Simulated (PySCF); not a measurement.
# C₉H₁₀: excited states, first hyperpolarisability

Wanted: excited states, first hyperpolarisability for C₉H₁₀ (`C=C1C=C/C1=C/C1CC1`).

Computed with PySCF 2.14.0 and routines of our own; the level stands in each step. Atoms count from 0.

### Step 1. The system as given

19 atoms, charge 0, multiplicity 1; geometry from: GFN2-xTB.

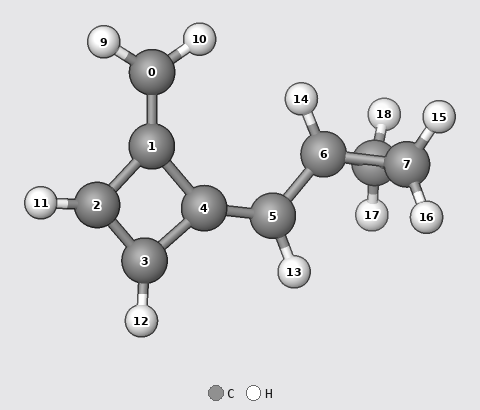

The starting geometry (carbon grey, hydrogen white).

### Step 2. Excited states: TDA PBE0/def2-SVPD

Job settings and geometry (Å):

```
{"job": {"kind": "states", "xc": "PBE0", "basis": "def2-SVPD", "tda": true, "soc": true, "nstates": 5, "ntriplets": 4, "nquad": 4}, "charge": 0, "multiplicity": 1}
C      2.095927    -1.279214     0.983281
C      1.985140    -0.120976     0.356707
C      2.932644     0.927086    -0.062211
C      1.949837     1.698942    -0.575390
C      0.898890     0.732446    -0.223340
C     -0.418486     0.685613    -0.392294
C     -1.295999    -0.412975     0.024164
C     -2.697878    -0.105863     0.486902
C     -2.485297    -0.767528    -0.833535
H      3.058762    -1.645585     1.300566
H      1.248297    -1.903515     1.205649
H      3.999011     1.017794     0.022020
H      1.920899     2.656611    -1.061192
H     -0.907112     1.518974    -0.884013
H     -0.789673    -1.231371     0.515544
H     -3.100613    -0.690190     1.300176
H     -3.010851     0.927127     0.496409
H     -2.651559    -0.187513    -1.728799
H     -2.741742    -1.810613    -0.938105
```

Level: TDA PBE0/def2-SVPD excited states, vertical, gas phase, spin-orbit mean-field couplings.

Command:

```sh
> OMP_NUM_THREADS=1 python excited_run.py task.json out
```

The driver reads the jobs from task.json and runs them one after another.

Standard output:

```text
coarse grid: 15976 points
cycle   1  E = -348.0915998523  dE =  1.502e+00  |g| = 3.891e-01  |ddm| = 1.150e+01
cycle   2  E = -348.0927377400  dE = -1.138e-03  |g| = 3.997e-01  |ddm| = 2.469e+00
cycle   3  E = -348.1357706295  dE = -4.303e-02  |g| = 8.772e-02  |ddm| = 1.011e+00
cycle   4  E = -348.1373068476  dE = -1.536e-03  |g| = 4.915e-02  |ddm| = 3.328e-01
cycle   5  E = -348.1379317369  dE = -6.249e-04  |g| = 1.286e-02  |ddm| = 1.305e-01
cycle   6  E = -348.1379698769  dE = -3.814e-05  |g| = 2.516e-03  |ddm| = 4.030e-02
cycle   7  E = -348.1379712518  dE = -1.375e-06  |g| = 8.378e-04  |ddm| = 9.848e-03
final grid: 154592 points
cycle   8  E = -348.1929340934  dE = -4.826e-05  |g| = 8.068e-03  |ddm| = 4.091e-01
cycle   9  E = -348.1929309878  dE =  3.106e-06  |g| = 8.850e-03  |ddm| = 5.065e-02
cycle  10  E = -348.1929519897  dE = -2.100e-05  |g| = 1.353e-03  |ddm| = 2.280e-02
cycle  11  E = -348.1929524592  dE = -4.695e-07  |g| = 3.034e-04  |ddm| = 3.553e-03
cycle  12  E = -348.1929524809  dE = -2.171e-08  |g| = 1.242e-04  |ddm| = 1.267e-03
cycle  13  E = -348.1929524849  dE = -3.974e-09  |g| = 2.220e-05  |ddm| = 4.373e-04
cycle  14  E = -348.1929524849  dE = -7.935e-11  |g| = 1.264e-05  |ddm| = 8.225e-05
converged SCF energy = -348.1929524849

Singlet excitations
state   eV       nm        f     d(h-e)  d(exc)  Lambda  PR(NTO)  |dmu|/D   mu/D   main configurations
  1   4.5241   274.1   0.02540   1.763   3.428   0.725   1.043    5.291    5.667   H->L 0.67, H->L+1 0.24
  2   5.2187   237.6   0.07639   1.466   3.206   0.737   1.035    3.819    3.391   H-1->L 0.47, H-1->L+1 0.26, H->L 0.14
  3   6.0299   205.6   0.98072   0.976   3.493   0.724   1.101    2.447    2.724   H->L+1 0.52, H-1->L+1 0.21, H->L 0.13
  4   6.2278   199.1   0.00461   1.566   4.474   0.277   1.018    4.963    4.981   H->L+2 0.90
  5   6.3319   195.8   0.00131   1.178   4.172   0.276   1.013                     H->L+3 0.86

Triplet excitations (Tamm-Dancoff)
state   eV     d(h-e)  d(exc)  Lambda  PR(NTO)   main configurations
  1   2.9715   0.336   2.726   0.717   1.241   H->L 0.73, H-1->L 0.10
  2   3.6291   0.172   2.699   0.734   1.934   H-1->L 0.44, H->L+1 0.43
  3   4.2571   1.004   3.015   0.737   1.081   H->L+1 0.35, H-1->L+1 0.31, H->L 0.19
  4   4.8448   0.804   3.151   0.747   1.273   H-1->L+1 0.49, H-1->L 0.35, H->L+1 0.11
S1 - T1 = 1.5526 eV

Spin-orbit couplings |<S|Hso|T>| (cm-1)
             T1       T2       T3       T4
S0        0.110    0.050    0.091    0.062
S1        0.041    0.066    0.014    0.012
S2        0.019    0.068    0.014    0.017
S3        0.060    0.049    0.076    0.043
S4        0.916    0.376    0.360    0.449
S5        0.611    1.925    2.311    0.805
T1 sublevels (cm-1): 0.000 0.000 0.000   radiative rates (1/s): 0.00107 8e-05 0.000232
```

Wall time 55 s (1 thread of Arm Neoverse V2, shared host); peak memory 1 GiB.

In short:

```
  quantity    value
S1 less T1  1.55 eV
```

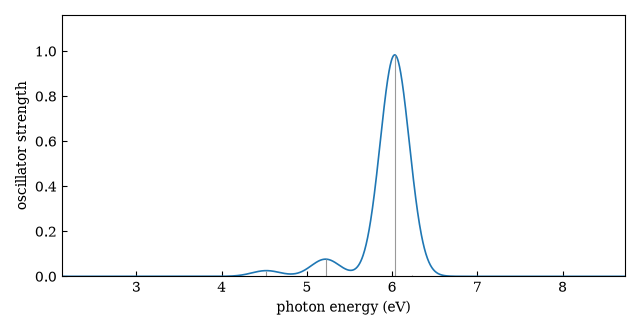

Absorption lines of the singlets. Lines are broadened to a width of 0.40 eV (Gaussian).

### Step 3. First hyperpolarisability: quadratic response CAM-B3LYP/def2-SVPD

Settings changed since step 2:

```diff
@@ -1,2 +1,2 @@
-{"job": {"kind": "states", "xc": "PBE0", "basis": "def2-SVPD", "tda": true, "soc": true, "nstates": 5, "ntriplets": 4, "nquad": 4}, "charge": 0, "multiplicity": 1}
+{"job": {"kind": "beta", "xc": "CAM-B3LYP", "basis": "def2-SVPD", "wavelengths": [1064, 800]}, "charge": 0, "multiplicity": 1}
 C      2.095927    -1.279214     0.983281
```

Level: quadratic response CAM-B3LYP/def2-SVPD first hyperpolarisability, Taylor convention, gas phase.

Standard output:

```text
coarse grid: 15976 points
cycle   1  E = -348.2867061369  dE =  1.838e+00  |g| = 3.244e-01  |ddm| = 1.376e+01
cycle   2  E = -348.3091089906  dE = -2.240e-02  |g| = 2.228e-01  |ddm| = 2.032e+00
cycle   3  E = -348.3214220174  dE = -1.231e-02  |g| = 6.608e-02  |ddm| = 6.372e-01
cycle   4  E = -348.3222672790  dE = -8.453e-04  |g| = 3.938e-02  |ddm| = 2.809e-01
cycle   5  E = -348.3226724721  dE = -4.052e-04  |g| = 5.593e-03  |ddm| = 1.122e-01
cycle   6  E = -348.3226807116  dE = -8.239e-06  |g| = 1.862e-03  |ddm| = 2.410e-02
final grid: 154592 points
cycle   7  E = -348.3992692423  dE = -4.853e-05  |g| = 4.158e-03  |ddm| = 2.767e-01
cycle   8  E = -348.3992699382  dE = -6.958e-07  |g| = 4.080e-03  |ddm| = 3.450e-02
cycle   9  E = -348.3992740953  dE = -4.157e-06  |g| = 6.181e-04  |ddm| = 1.184e-02
cycle  10  E = -348.3992741763  dE = -8.105e-08  |g| = 2.548e-04  |ddm| = 2.145e-03
cycle  11  E = -348.3992741941  dE = -1.770e-08  |g| = 7.614e-05  |ddm| = 9.141e-04
cycle  12  E = -348.3992741958  dE = -1.737e-09  |g| = 1.485e-05  |ddm| = 2.499e-04
cycle  13  E = -348.3992741959  dE = -1.345e-10  |g| = 9.007e-06  |ddm| = 7.897e-05
converged SCF energy = -348.3992741959

Lowest singlets (eV, f): 4.7718 0.0677  5.3928 0.1615  5.9338 0.6382

First hyperpolarisability (au)
process     nm      |vector|   parallel      HRS      DR
static         -      334.05      62.93     142.74   4.528
shg       1064.0      450.47      94.11     191.86   4.628
eope      1064.0      367.04      71.54          -       -
shg        800.0      592.20     134.75      251.9   4.648
eope       800.0      395.95      79.24          -       -
```

Wall time 74 s (1 thread of Arm Neoverse V2, shared host); peak memory 1.3 GiB.

### Step 4. Results

| quantity | value |
| --- | --- |
| S1 less T1 (step 2, TDA PBE0/def2-SVPD) | 1.55 eV |
| β vector (step 3, quadratic response CAM-B3LYP/def2-SVPD) | static 334, SHG 1064.0 nm 450, SHG 800.0 nm 592 au |

What this shows: In step 2, the number of triplets below S1 is 3, and the largest singlet-triplet spin-orbit coupling is S5–T3, 2.31 cm⁻¹. β grows from 334 au (static) to 592 au for doubling at 800.0 nm: normal dispersion, which grows as twice the photon energy moves toward the bright states.
